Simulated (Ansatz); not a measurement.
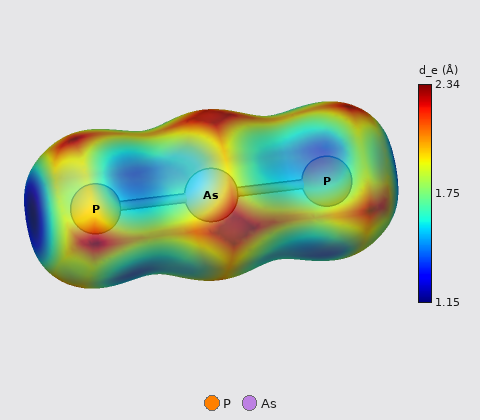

Hirshfeld surface computed for one AsP₂ unit (covalently bonded non-metal atoms) in Sc$_{2}$AsP$_{2}$ in space group I4/mmm, coloured by d_e.

The surface is where the fragment's share of the procrystal density (the sum of the densities of spherically averaged neutral Hartree-Fock atoms) equals one half. d_i and d_e are the distances from the surface to the nearest nucleus inside and outside.

Origin of the cell: coordinates from a relaxation with Ansatz 0.2.0, DFT, PAW plane waves, r2scan; the starting structure was generated, so it need not be a known form of this composition.

```cif
data_structure
_symmetry_space_group_name_H-M 'P 1'
_symmetry_Int_Tables_number 1
_cell_length_a 3.9272
_cell_length_b 3.9272
_cell_length_c 12.6040
_cell_angle_alpha 90.000
_cell_angle_beta 90.000
_cell_angle_gamma 90.000
_cell_volume 194.39
loop_
_atom_site_label
_atom_site_type_symbol
_atom_site_fract_x
_atom_site_fract_y
_atom_site_fract_z
_atom_site_occupancy
As1 As 0.00000 0.00000 0.00000 1
Sc1 Sc 0.50000 0.50000 0.87706 1
Sc2 Sc 0.00000 0.00000 0.62294 1
P1 P 0.50000 0.50000 0.68472 1
P2 P 0.00000 0.00000 0.81528 1
As2 As 0.50000 0.50000 0.50000 1
Sc3 Sc 0.00000 0.00000 0.37706 1
Sc4 Sc 0.50000 0.50000 0.12294 1
P3 P 0.00000 0.00000 0.18472 1
P4 P 0.50000 0.50000 0.31528 1
```

What is the shortest distance from the fragment to an atom outside it?

Answer. P–Sc, 2.42 Å.

How is the surface shared among contacts (nearest atom inside ··· nearest atom outside)?

Answer. P···Sc 55 %, As···Sc 30 %, P···P 13 %, As···As 1.4 %. The surface faces 10 neighbours with more than 2 % of its area each: 10 Sc.

Give the size and shape of the surface.

Answer. It encloses about 47.4 Å³, has an area of about 74 Å² and a globularity of 0.86 (1 for a sphere).
